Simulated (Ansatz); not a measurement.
# wB97X/STO-3G run of SiH2S (SMILES [SiH]S)

What is the electronic atomisation energy of SiH2S at wB97X/STO-3G? 

Program for the calculation: Ansatz 0.2.0.

46 further runs of the same task are left out: 46 set aside as unsound or not needed.

### Step 1. Starting point

SiH2S has 4 atoms, charge 0, and is taken as a singlet. As SMILES, `[SiH]S`. The shape is that of a PBE0-D4/def2-TZVP optimisation.

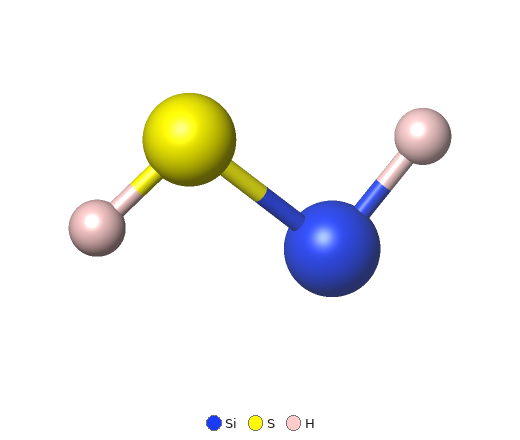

Viewed from a chosen angle; silicon blue, sulfur yellow, hydrogen pink.

### Step 2. The energy at wB97X/STO-3G

File molecule.yaml:

```yaml
crystal:
  periodic: [false, false, false]
  atoms:
    - {symbol: Si, position_ang: [-0.262800, -1.074400, 0.161100]}
    - {symbol: S, position_ang: [0.190500, 0.958800, -0.206600]}
    - {symbol: H, position_ang: [1.017500, -1.190800, 0.981400]}
    - {symbol: H, position_ang: [-0.889700, 1.246000, -0.956200]}
basis:
  gaussian: {orbitals: STO-3G}
total_charge: 0
hamiltonian: {xc: {name: wB97X}}
accuracy: high
```

On the command line:

```sh
$ ansatz run molecule.yaml --threads 1 --pin off --max-ram 2610MiB --events-out events.jsonl --progress --plain --runs-dir runs
```

Output:

```text
Warning: RAYON_NUM_THREADS=1 ignored (pool sized by the plan → 1); use --threads N
Functional definition: wB97X
  name "wB97X"
  parameter omega = 0.3/bohr
  parameter cx = 0.157706
  parameter cx1 = 0.726479
  parameter cx2 = 1.04760
  parameter cx3 = -5.70635
  parameter cx4 = 13.2794
  parameter css1 = -4.33879
  parameter css2 = 18.2308
  parameter css3 = -31.7430
  parameter css4 = 17.2901
  parameter cos1 = 2.37031
  parameter cos2 = -11.3995
  parameter cos3 = 6.58405
  parameter cos4 = -3.78132
  exchange = spin_sum(e_x_unif_sr(omega)*poly(b97_u_x, 1 - cx, cx1, cx2, cx3, cx4)) + cx*exact_x_sr(omega)
      + exact_x_lr(omega)
  correlation = spin_sum(e_c_pw_same_spin*poly(b97_u_same, 1, css1, css2, css3, css4))
      + integral(e_c_pw_opposite_spin*poly(b97_u_opposite, 1, cos1, cos2, cos3, cos4))
345 factors; integrals over basis functions are off by at most 1.3e-8 eV
132 factors; integrals over basis functions are off by at most 1.1e-9 eV
mean field evaluation 1: about -18531.4832 eV, gradient 1.3e1 eV
mean field evaluation 2: about -18532.0423 eV, gradient 8.3e0 eV
mean field evaluation 4: about -18532.3082 eV, gradient 7.3e-2 eV
mean field evaluation 8: about -18532.2884 eV, gradient 1.5e-3 eV
mean field evaluation 16: about -18532.2884 eV, gradient 8.9e-8 eV
mean field -18532.28836278 eV, -681.0490356958 hartree, gradient 2.6e-8 eV, S^2 0.000000; 0 other end points of the search recorded, 0 dependent functions left out
reference -18532.28836122 eV, -681.0490356387 hartree; 16, 16 occupied and 4, 4 virtual orbitals, 345 factors
Total energy: -18532.28836122 eV, -681.0490356387 hartree
```

Run time: 4.5 s. Hardware: 1 thread of AMD EPYC 7R43 (Zen 3), shared host; peak memory 0.24 GiB.

### Step 3. The H atom

File molecule.yaml:

```yaml
basis:
  gaussian:
    orbitals: STO-3G
crystal:
  periodic: [false, false, false]
  atoms:
    - {symbol: H, position_ang: [0.000000, 0.000000, 0.000000]}
hamiltonian:
  xc: {name: wB97X}
accuracy: high
magnetization:
  spin_polarized: true
  initial_magnetization: 1
```

Run the same way, it converges to -0.46692 Eh (log not shown).

### Step 4. The S atom at the same level

File input.yaml:

```yaml
crystal:
  periodic: [false, false, false]
  atoms:
    - {symbol: S, position_ang: [0.000000, 0.000000, 0.000000]}
basis:
  gaussian:
    orbitals: STO-3G
accuracy: high
hamiltonian:
  xc: {name: wB97X}
magnetization:
  spin_polarized: true
  initial_magnetization: 2
```

On the command line:

```sh
$ ansatz run input.yaml --threads 1 --pin off --max-ram 2610MiB --events-out events.jsonl --progress --plain --runs-dir runs
```

Output, shortened:

```text
Warning: RAYON_NUM_THREADS=1 ignored (pool sized by the plan → 1); use --threads N
[... 2 set-up lines as earlier in the session ...]
[...]
      + exact_x_lr(omega)
[...]
      + integral(e_c_pw_opposite_spin*poly(b97_u_opposite, 1, cos1, cos2, cos3, cos4))
42 factors; integrals over basis functions are off by at most 2.2e-9 eV
23 factors; integrals over basis functions are off by at most 1.2e-9 eV
[...]
mean field -10712.51231944 eV, -393.6775665377 hartree, gradient 7.4e-8 eV, S^2 2.000000; 0 other end points of the search recorded, 0 dependent functions left out
reference -10712.51231891 eV, -393.6775665181 hartree; 9, 7 occupied and 0, 2 virtual orbitals, 42 factors
Total energy: -10712.51231891 eV, -393.6775665181 hartree
```

It took 1.7 s on 1 thread of AMD EPYC 7R43 (Zen 3), shared host; peak memory 0.19 GiB.

### Step 5. The Si atom at the same level

File in.yaml:

```yaml
crystal:
  periodic: [false, false, false]
  atoms:
    - {symbol: Si, position_ang: [0.000000, 0.000000, 0.000000]}
basis:
  gaussian:
    orbitals: STO-3G
magnetization:
  spin_polarized: true
  initial_magnetization: 2
hamiltonian:
  xc: {name: wB97X}
accuracy: high
```

On the command line:

```sh
$ ansatz run in.yaml --threads 1 --pin off --max-ram 2610MiB --events-out events.jsonl --progress --plain --runs-dir runs
```

Output, shortened:

```text
Warning: RAYON_NUM_THREADS=1 ignored (pool sized by the plan → 1); use --threads N
[... 2 set-up lines as earlier in the session ...]
[...]
      + exact_x_lr(omega)
[...]
      + integral(e_c_pw_opposite_spin*poly(b97_u_opposite, 1, cos1, cos2, cos3, cos4))
42 factors; integrals over basis functions are off by at most 1.8e-9 eV
29 factors; integrals over basis functions are off by at most 4.1e-10 eV
[...]
mean field -7780.64291389 eV, -285.9333531761 hartree, gradient 3.1e-9 eV, S^2 2.000001; 0 other end points of the search recorded, 0 dependent functions left out
reference -7780.64291330 eV, -285.9333531547 hartree; 8, 6 occupied and 1, 3 virtual orbitals, 42 factors
Total energy: -7780.64291330 eV, -285.9333531547 hartree
```

It took 2 s on 1 thread of AMD EPYC 7R43 (Zen 3), shared host; peak memory 0.2 GiB.

### Step 6. Summary of results

At wB97X/STO-3G:

| quantity | value |
| --- | --- |
| molecule: total energy | -681.04904 Eh |
| H atom: total energy | -0.46692 Eh |
| H atom: ⟨S²⟩ | 0.750 |
| S atom: total energy | -393.67757 Eh |
| S atom: ⟨S²⟩ | 2.000 |
| Si atom: total energy | -285.93335 Eh |
| Si atom: ⟨S²⟩ | 2.000 |
| electronic atomisation energy | 13.722 eV |

In words: Taking the molecule apart into free atoms costs 13.72 eV (1324 kJ/mol), before zero-point energy and without spin-orbit coupling. In a minimal basis such a difference can be off by several eV, whatever the method.
